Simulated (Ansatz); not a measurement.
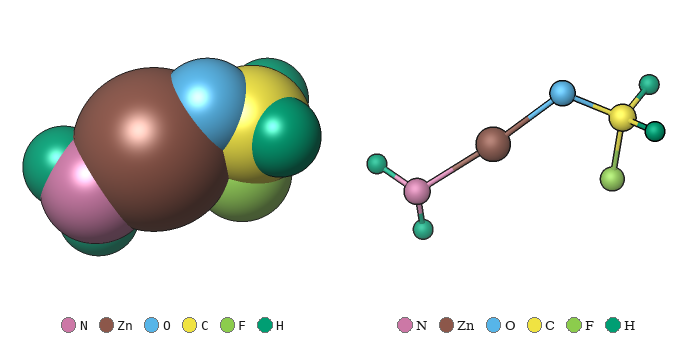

The same structure drawn twice, from different directions.

Give the formula.

Answer. CH4FNOZn, 9 atoms: 1 carbon, 4 hydrogen, 1 fluorine, 1 nitrogen, 1 oxygen and 1 zinc.

How many bonds of each kind are drawn?

Answer. 2 N–H, 2 C–H, 1 N–Zn, 1 O–Zn, 1 C–O, 1 C–F.

Name some functional groups or characteristic bonds that it holds.

Answer. Among them: C–F bond.

The parts below concern this one geometry. Atoms keep their numbers from picture to picture. The geometry was computed by an optimisation with PBE0-D4/def2-TZVP.

## Shape

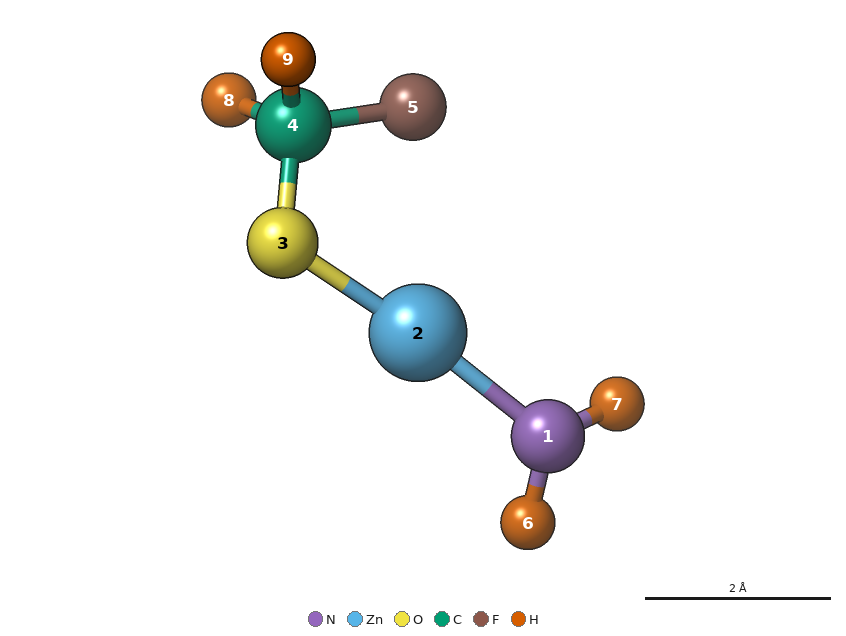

The atoms are numbered.

How are the neighbours of atom 4 arranged?

Answer. C4 has 4 neighbours (O3 at 1.34, F5 at 1.43, H8 at 1.10, H9 at 1.10 Å); the arrangement is tetrahedral.

Describe the coordination of atom 3.

Answer. O3 has 2 neighbours (Zn2 at 1.81, C4 at 1.34 Å); the arrangement is bent.

How are the neighbours of atom 1 arranged?

Answer. N1 has 3 neighbours (Zn2 at 1.81, H6 at 1.01, H7 at 1.01 Å); the arrangement is trigonal pyramidal.

What is the dihedral angle Zn2–O3–C4–F5?

Answer. 2° in size, that is syn (eclipsed).

## Vibrations

Harmonic vibrations computed with RKS PBE0-D4/def2-TZVP (Ansatz 0.2.0) at a stationary point of the same level.

List the wavenumbers.

Answer. 21 modes: 32, 92, 100, 138, 161, 467, 496, 631, 714, 786, 908, 1160, 1233, 1247, 1418, 1542, 1564, 3007, 3056, 3555, 3646 cm⁻¹.

## Charges

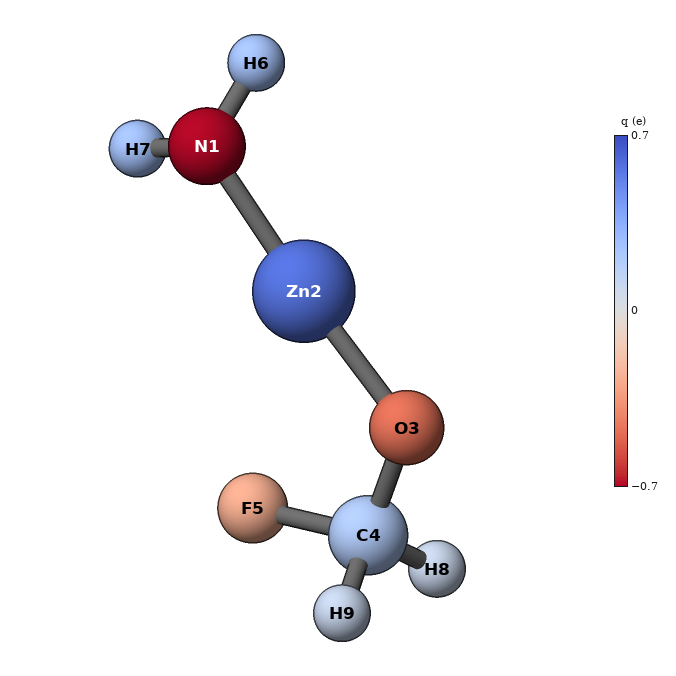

Atoms are coloured by their Mulliken charges. Properties computed with RKS PBE0-D4/def2-TZVP (Ansatz 0.2.0).

List the Mulliken charges.

```
atom  value (e)
  N1      −0.69
 Zn2       0.57
  O3      −0.47
  C4       0.19
  F5      −0.27
  H6       0.24
  H7       0.24
  H8       0.09
  H9       0.10
```

## Levels of theory compared

Program: Ansatz 0.2.0.

Tabulate HOMO–LUMO gap (eV) at these levels: B3LYP-D4/def2-TZVPP; B97M-V/def2-TZVPP; HSE06 (plane-wave form)-D4/def2-TZVPP; PBE0-D4/def2-QZVPP; PBE0-D4/def2-SVP; SPW92 (LDA)/def2-TZVPP; r2SCAN-D4/def2-TZVPP; r2SCAN0-D4/def2-TZVPP; r2SCANh-D4/def2-TZVPP; ωB97M-V/def2-SVP; ωB97X-V/def2-TZVPP.

```json
{"level": "B3LYP-D4/def2-TZVPP", "HOMO–LUMO gap (eV)": "6.02"}
{"level": "B97M-V/def2-TZVPP", "HOMO–LUMO gap (eV)": "4.70"}
{"level": "HSE06 (plane-wave form)-D4/def2-TZVPP", "HOMO–LUMO gap (eV)": "5.82"}
{"level": "PBE0-D4/def2-QZVPP", "HOMO–LUMO gap (eV)": "6.50"}
{"level": "PBE0-D4/def2-SVP", "HOMO–LUMO gap (eV)": "6.44"}
{"level": "SPW92 (LDA)/def2-TZVPP", "HOMO–LUMO gap (eV)": "4.30"}
{"level": "r2SCAN-D4/def2-TZVPP", "HOMO–LUMO gap (eV)": "4.94"}
{"level": "r2SCAN0-D4/def2-TZVPP", "HOMO–LUMO gap (eV)": "7.02"}
{"level": "r2SCANh-D4/def2-TZVPP", "HOMO–LUMO gap (eV)": "5.79"}
{"level": "ωB97M-V/def2-SVP", "HOMO–LUMO gap (eV)": "10.23"}
{"level": "ωB97X-V/def2-TZVPP", "HOMO–LUMO gap (eV)": "10.90"}
```

Mulliken values depend strongly on the basis set and can even reverse the polarity of a bond.
